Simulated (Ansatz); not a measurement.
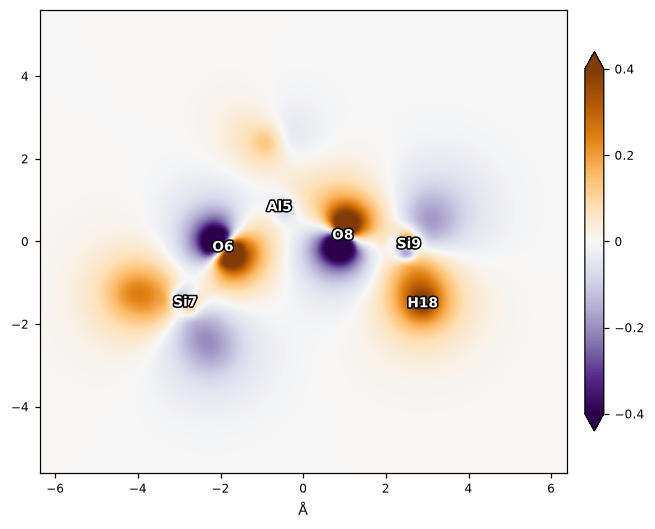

Figure 1: GeH₄···AlH₇O₃Si₂. The HOMO on the plane of atoms O6, Al5 and O8 (values in Å⁻³ᐟ²; the overall sign is arbitrary).

The reactant side of a reaction path; geometry: PBE0-D4/def2-TZVP.

Method: Ansatz, RKS PBE0-D4/def2-TZVPP.

| atom | x (Å) | y (Å) | z (Å) |
| --- | --- | --- | --- |
| Ge | -1.8901 | -0.2783 | -1.8572 |
| H | -1.9023 | 0.8622 | -2.8727 |
| H | 1.3811 | 1.4220 | -2.2414 |
| O | 1.2080 | 0.5579 | -1.8719 |
| Al | 0.7582 | 0.3619 | -0.2466 |
| O | 0.6206 | 1.7052 | 0.7583 |
| Si | 0.3497 | 2.5684 | 2.1031 |
| O | 0.8701 | -1.1776 | 0.4164 |
| Si | 0.8727 | -2.7868 | 0.5879 |
| H | -1.2538 | 0.2830 | -0.5409 |
| H | -3.3100 | -0.6728 | -1.4349 |
| H | -1.0826 | -1.4853 | -2.3222 |
| H | 0.8441 | 3.9585 | 1.9150 |
| H | -1.1090 | 2.6224 | 2.3991 |
| H | 1.0465 | 1.9698 | 3.2740 |
| H | -0.4083 | -3.3591 | 0.0829 |
| H | 1.9923 | -3.4044 | -0.1724 |
| H | 1.0129 | -3.1469 | 2.0236 |

### What is the character of this orbital?

It lies mainly on O8 (about 20 %), O6 (about 15 %), Si9 (about 15 %), Si7 (about 10 %), H18 (about 10 %) and H17 (about 10 %). Its energy is −8.49 eV.
